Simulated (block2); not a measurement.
# SiH2F2 (SMILES F[SiH2]F): DMRG/STO-3G

Aim: the vertical electron affinity of SiH2F2 at DMRG/STO-3G, from 2 runs. Input form: a Python script.

The calculation is run with block2 0.5.4.

6 further runs of the same task are left out: 2 that didn't finish, 4 set aside as unsound or not needed.

## Step 1: The structure to begin with

The species is SiH2F2 (5 atoms), meant as a singlet with charge 0. SMILES: `F[SiH2]F`. Geometry: relaxed at PBE0-D4/def2-TZVP.

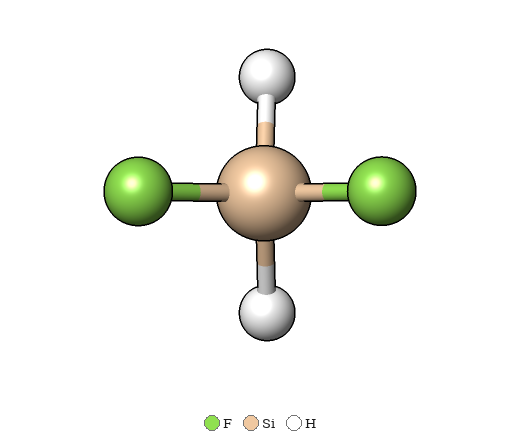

Viewed from a chosen angle; fluorine green, silicon light orange, hydrogen white.

## Step 2: A single-point energy at DMRG/STO-3G

job.py

```python
import numpy as np
from pyscf import cc, dft, gto, mcscf, mp, scf
from pyblock2._pyscf.ao2mo import integrals as itg
from pyblock2.driver.core import DMRGDriver, SymmetryTypes

geom = [
    ("F", (-1.079010, 0.538200, 0.980720)),
    ("Si", (-0.005220, -0.000540, -0.054090)),
    ("F", (1.247630, -0.520590, 0.766910)),
    ("H", (-0.590470, -1.138740, -0.786300)),
    ("H", (0.427070, 1.121680, -0.907250)),
]
mol = gto.M(
    atom=geom,
    basis="sto-3g",
    verbose=3,
)
print("basis functions = %d" % (mol.nao))
mf = scf.RHF(mol)
mf.conv_tol = 1e-10
mf.max_cycle = 200
mf.kernel()
if not mf.converged:
    mf = mf.newton().run(mf.mo_coeff, mf.mo_occ)
print("SCF energy = %.10f" % (mf.e_tot))
# MP2, CCSD and CCSD(T) with the same frozen core
ref = mf
pt = mp.MP2(ref, frozen=7).run()
mycc = cc.CCSD(ref, frozen=7)
mycc.max_cycle = 150
mycc.kernel()
print(f"MP2 total energy = {pt.e_tot:.10f}")
if mycc.converged:
    print(f"E(CCSD) = {mycc.e_tot:.10f}")
    print("CCSD(T) total energy = %.10f" % (mycc.e_tot + mycc.ccsd_t()))
    print("T1 diagnostic = %.4f" % (mycc.get_t1_diagnostic()))
# a few density functionals on the same geometry and basis
ks = dft.RKS(mol, xc="b3lyp").set(conv_tol=1e-9, verbose=3).run()
if ks.converged:
    print(f"E(B3LYP) = {ks.e_tot:.8f}")
ks = dft.RKS(mol, xc="m06l").set(conv_tol=1e-9, verbose=3).run()
if ks.converged:
    print(f"E(M06-L) = {ks.e_tot:.8f}")
ks = dft.RKS(mol, xc="r2scan").set(conv_tol=1e-9, verbose=3).run()
if ks.converged:
    print("E(r2SCAN) = %.8f" % (ks.e_tot))
ks = dft.RKS(mol, xc="tpss").set(conv_tol=1e-9, verbose=3).run()
if ks.converged:
    print(f"E(TPSS) = {ks.e_tot:.8f}")
# natural orbitals of MP2 give a compact matrix product state
occ_no, mo = mcscf.addons.make_natural_orbitals(mp.MP2(mf, frozen=7).run())
mf.mo_coeff = mo
ncas, n_elec, spin, ecore, h1e, g2e, orb_sym = itg.get_rhf_integrals(mf, ncore=7, ncas=14, pg_symm=False, g2e_symm=1)
dmrg = DMRGDriver(scratch="./tmp", symm_type=SymmetryTypes.SU2, stack_mem=1500 << 20, n_threads=1)
# order the orbitals along the chain
idx = dmrg.orbital_reordering(h1e, g2e, method="fiedler")
print("orbital order:", idx.tolist())
h1e = h1e[np.ix_(idx, idx)]
g2e = g2e[np.ix_(idx, idx, idx, idx)]
orb_sym = np.array(orb_sym)[idx]
dmrg.initialize_system(n_sites=ncas, n_elec=n_elec, spin=spin, orb_sym=orb_sym)
mpo = dmrg.get_qc_mpo(h1e=h1e, g2e=g2e, ecore=ecore, iprint=0)
occs = np.array([1.8] * 10 + [0.2] * 4)[idx]
psi = dmrg.get_random_mps(tag="GS", bond_dim=50, nroots=1, occs=occs)
bond_dims = [50] * 3 + [75] * 2 + [100] * 3
noises = [0.0001] * 3 + [0.0001] * 2 + [1e-05] * 3 + [0]
thrds = [1e-09] * 8
e = dmrg.dmrg(mpo, psi, n_sweeps=14, tol=1e-06, bond_dims=bond_dims, noises=noises, thrds=thrds, iprint=1)
ms, dws, es = dmrg.get_dmrg_results()
print("discarded weight = %.3e" % (dws[-1]))
print("total energy = %.10f" % (e))
dm1 = dmrg.get_1pdm(psi)
print("NOONs =", np.round(np.linalg.eigvalsh(dm1)[::-1], 5).tolist())
c_act = mf.mo_coeff[:, 7:21][:, idx]
dm_ao = c_act @ dm1 @ c_act.T + 2 * mf.mo_coeff[:, :7] @ mf.mo_coeff[:, :7].T
print("dipole / D =", np.round(scf.hf.dip_moment(mol, dm_ao, verbose=0), 4).tolist())
print(f"max block entropy = {max(dmrg.get_bipartite_entanglement(psi)):.4f}")
csf, coef = dmrg.get_csf_coefficients(psi, cutoff=0.05, iprint=1)
print(f"c0^2 = {np.max(np.abs(coef)) ** 2:.4f}")
# exact diagonalisation in the same space
ci = mcscf.CASCI(mf, 14, (10, 10))
ci.fix_spin_(ss=0)
ci.fcisolver.conv_tol = 1e-10
ci.fcisolver.max_cycle = 200
ci.kernel()
print(f"exact diagonalisation = {ci.e_tot:.10f}")
```

The run is started by

```console
$ python job.py
```

The program printed:

```text
basis functions = 21
converged SCF energy = -482.868194020108
SCF energy = -482.8681940201
E(RMP2) = -482.933878058471  E_corr = -0.0656840383635291
E(SCS-RMP2) = -482.939949087453  E_corr = -0.0717550673450698
E(CCSD) = -482.9537914003183  E_corr = -0.08559738021060634
MP2 total energy = -482.9338780585
E(CCSD) = -482.9537914003
CCSD(T) correction = -0.00341637102511828
CCSD(T) total energy = -482.9572077713
T1 diagnostic = 0.0097
converged SCF energy = -484.122836987627
E(B3LYP) = -484.12283699
converged SCF energy = -484.134529443997
E(M06-L) = -484.13452944
converged SCF energy = -484.064363120267
E(r2SCAN) = -484.06436312
converged SCF energy = -484.174339894503
E(TPSS) = -484.17433989
E(RMP2) = -482.933878058471  E_corr = -0.0656840383635291
E(SCS-RMP2) = -482.939949087453  E_corr = -0.0717550673450698
orbital order: [7, 12, 13, 6, 10, 11, 8, 9, 1, 0, 2, 3, 4, 5]

[... 30 lines left out ...]
Sweep =   10 | Direction =  forward | Bond dimension =  100 | Noise =  0.00e+00 | Dav threshold =  1.00e-07
Time elapsed =     21.640 | E =    -482.9578024149 | DE = -3.62e-06 | DW = 1.49615e-05

Sweep =   11 | Direction = backward | Bond dimension =  100 | Noise =  0.00e+00 | Dav threshold =  1.00e-07
Time elapsed =     23.969 | E =    -482.9578033035 | DE = -8.89e-07 | DW = 1.50785e-05

discarded weight = 1.508e-05
total energy = -482.9578033035
NOONs = [1.99971, 1.99968, 1.99608, 1.99595, 1.9948, 1.9944, 1.98583, 1.97129, 1.97047, 1.97006, 0.04111, 0.0274, 0.02689, 0.02634]
dipole / D = [-0.0848, -0.0088, -0.8789]
max block entropy = 0.3082
DTRIE T =      0.002
Number of CSF =          6 (cutoff =      0.05)
Sum of weights of included CSF =    0.955584327056954

CSF          0 20020022222222  =   -0.968536620817675
CSF          1 2002+-+-222222  =   -0.074334011233454
CSF          2 00220022222222  =    0.056282642906516
CSF          3 ++-200-2222222  =    0.056198277290902
CSF          4 20022020222222  =    0.055722921061083
CSF          5 02020022222222  =    0.050641581446391
c0^2 = 0.9381
CASCI E = -482.957860420943  E(CI) = -89.5100038542730  S^2 = 0.0000000
exact diagonalisation = -482.9578604209
```

Run time: 73 s. Hardware: 1 thread of Arm Neoverse V1, shared host; peak memory 0.48 GiB.

## Step 3: The doublet anion: a single-point energy at DMRG/STO-3G

mol.xyz

```xyz
5
F2H2Si
F     -1.079010     0.538200     0.980720
Si    -0.005220    -0.000540    -0.054090
F      1.247630    -0.520590     0.766910
H     -0.590470    -1.138740    -0.786300
H      0.427070     1.121680    -0.907250
```

job.py

```python
import numpy as np
from pyscf import cc, dft, gto, mp, scf
from pyblock2._pyscf.ao2mo import integrals as itg
from pyblock2.driver.core import DMRGDriver, SymmetryTypes

geom = "mol.xyz"
mol = gto.M(
    atom=geom,
    basis="sto-3g",
    charge=-1,
    spin=1,
    verbose=4,
    max_memory=2000,
)
print("basis functions = %d" % (mol.nao))
mf = scf.UHF(mol)
mf.conv_tol = 1e-10
mf.max_cycle = 200
mf.kernel()
if not mf.converged:
    mf = mf.newton().run(mf.mo_coeff, mf.mo_occ)
# follow internal instabilities down to a minimum
for _ in range(5):
    mo, _, ok, _ = mf.stability(return_status=True)
    if ok:
        break
    mf.kernel(mf.make_rdm1(mo, mf.mo_occ))
print(f"SCF energy = {mf.e_tot:.10f}")
print(f"reference S^2 = {mf.spin_square()[0]:.4f}")
# MP2, CCSD and CCSD(T) with the same frozen core
ref = mf
pt = mp.MP2(ref, frozen=7).run()
mycc = cc.CCSD(ref, frozen=7)
mycc.max_cycle = 150
mycc.kernel()
print("E(MP2) = %.10f" % (pt.e_tot))
if mycc.converged:
    print("CCSD total energy = %.10f" % (mycc.e_tot))
    print("CCSD(T) total energy = %.10f" % (mycc.e_tot + mycc.ccsd_t()))
# a few density functionals on the same geometry and basis
ks = dft.UKS(mol, xc="b3lyp").set(conv_tol=1e-9, verbose=3).run(mf.make_rdm1())
if ks.converged:
    print("E(B3LYP) = %.8f" % (ks.e_tot))
ks = dft.UKS(mol, xc="m06l").set(conv_tol=1e-9, verbose=3).run(mf.make_rdm1())
if ks.converged:
    print("E(M06-L) = %.8f" % (ks.e_tot))
ks = dft.UKS(mol, xc="r2scan").set(conv_tol=1e-9, verbose=3).run(mf.make_rdm1())
if ks.converged:
    print(f"E(r2SCAN) = {ks.e_tot:.8f}")
ks = dft.UKS(mol, xc="tpss").set(conv_tol=1e-9, verbose=3).run(mf.make_rdm1())
if ks.converged:
    print(f"E(TPSS) = {ks.e_tot:.8f}")
ncas, n_elec, spin, ecore, h1e, g2e, orb_sym = itg.get_uhf_integrals(mf, ncore=7, ncas=14, pg_symm=False, g2e_symm=8)
dmrg = DMRGDriver(scratch="./tmp", symm_type=SymmetryTypes.SZ, stack_mem=1500 << 20, n_threads=1)
dmrg.initialize_system(n_sites=ncas, n_elec=n_elec, spin=spin, orb_sym=orb_sym)
mpo = dmrg.get_qc_mpo(h1e=h1e, g2e=g2e, ecore=ecore, iprint=0)
psi = dmrg.get_random_mps(tag="GS", bond_dim=75, nroots=1)
bond_dims = [75] * 2 + [112] * 4 + [150] * 2
noises = [0.0001] * 2 + [0.0001] * 4 + [1e-05] * 2 + [0]
thrds = [1e-07] * 8
e = dmrg.dmrg(mpo, psi, n_sweeps=14, tol=1e-06, bond_dims=bond_dims, noises=noises, thrds=thrds, iprint=2)
ms, dws, es = dmrg.get_dmrg_results()
print("max discarded weight = %.3e" % (dws[-1]))
print("total energy = %.10f" % (e))
dm1 = dmrg.get_1pdm(psi)
print("occupation numbers =", np.round(np.concatenate([np.linalg.eigvalsh(x)[::-1] for x in dm1]), 5).tolist())
print("orbital entropies =", np.round(dmrg.get_orbital_entropies(psi, orb_type=1), 4).tolist())
print("max block entropy = %.4f" % (max(dmrg.get_bipartite_entanglement(psi))))
```

The run is started by

```console
$ python job.py
```

The program printed:

```text
[INPUT] verbose = 4
[... 249 lines left out ...]
 <-- Site =    0-   1 .. Mmps =   37 Ndav =   1 E =   -482.4774273471 Error = 2.88e-20 FLOPS = 3.54e+08 Tdav = 0.00 T = 0.01
[... 65 lines left out ...]
 --> Site =   12-  13 .. Mmps =   72 Ndav =   1 E =   -482.4790781977 Error = 4.64e-20 FLOPS = 4.91e+08 Tdav = 0.00 T = 0.02
[... 65 lines left out ...]
 <-- Site =    0-   1 .. Mmps =   45 Ndav =   1 E =   -482.4794824783 Error = 3.60e-20 FLOPS = 3.64e+08 Tdav = 0.00 T = 0.03
[... 65 lines left out ...]
 --> Site =   12-  13 .. Mmps =   68 Ndav =   1 E =   -482.4795240153 Error = 1.08e-20 FLOPS = 6.48e+08 Tdav = 0.00 T = 0.02
[... 60 lines left out ...]
 <-- Site =    5-   6 .. Mmps =  150 Ndav =   2 E =   -482.4795257802 Error = 8.89e-10 FLOPS = 3.70e+09 Tdav = 0.14 T = 0.54
 <-- Site =    4-   5 .. Mmps =  150 Ndav =   2 E =   -482.4795258196 Error = 2.72e-18 FLOPS = 3.45e+09 Tdav = 0.07 T = 0.34
 <-- Site =    3-   4 .. Mmps =  132 Ndav =   2 E =   -482.4795258425 Error = 8.22e-20 FLOPS = 3.03e+09 Tdav = 0.03 T = 0.19
 <-- Site =    2-   3 .. Mmps =   82 Ndav =   1 E =   -482.4795258425 Error = 6.52e-20 FLOPS = 2.16e+09 Tdav = 0.00 T = 0.09
 <-- Site =    1-   2 .. Mmps =   46 Ndav =   1 E =   -482.4795258425 Error = 5.58e-20 FLOPS = 1.02e+09 Tdav = 0.00 T = 0.03
 <-- Site =    0-   1 .. Mmps =   19 Ndav =   1 E =   -482.4795258425 Error = 1.34e-20 FLOPS = 2.23e+08 Tdav = 0.00 T = 0.01
[... 8 lines left out ...]
max discarded weight = 1.832e-05
total energy = -482.4795793633
occupation numbers = [0.99993, 0.99992, 0.99798, 0.99792, 0.99786, 0.9975, 0.99682, 0.99379, 0.99296, 0.99186, 0.96812, 0.02433, 0.0207, 0.02031, 0.99992, 0.99985, 0.99845, 0.99836, 0.99782, 0.99759, 0.9958, 0.98511, 0.98336, 0.98133, 0.01873, 0.01581, 0.01528, 0.01259]
orbital entropies = [0.0144, 0.0166, 0.0419, 0.0444, 0.0519, 0.0817, 0.0271, 0.0763, 0.1067, 0.1186, 0.3065, 0.1626, 0.2742, 0.1747]
max block entropy = 0.5198
```

It took 80 s on 1 thread of Arm Neoverse V1, shared host; peak memory 0.44 GiB.

## Step 4: Results

Level: DMRG/STO-3G, 7 core orbitals frozen.

```
                                                                   quantity          value
                                           run 1, DMRG/STO-3G: total energy  -482.95780 Eh
run 1, DMRG/STO-3G: dipole moment (of the density that the program reports)         0.88 D
                         run 1, DMRG/STO-3G: T1 diagnostic of the CCSD step          0.010
                                                doublet anion: total energy  -482.47958 Eh
                          vertical electron affinity (to the doublet anion)     -13.013 eV
```

What this shows: The anion lies 13.01 eV (300 kcal/mol) above the neutral: the electron isn't bound at this level, and such a value depends on the basis. Without diffuse functions anions come out too high. In a minimal basis such a difference can be off by several eV, whatever the method.
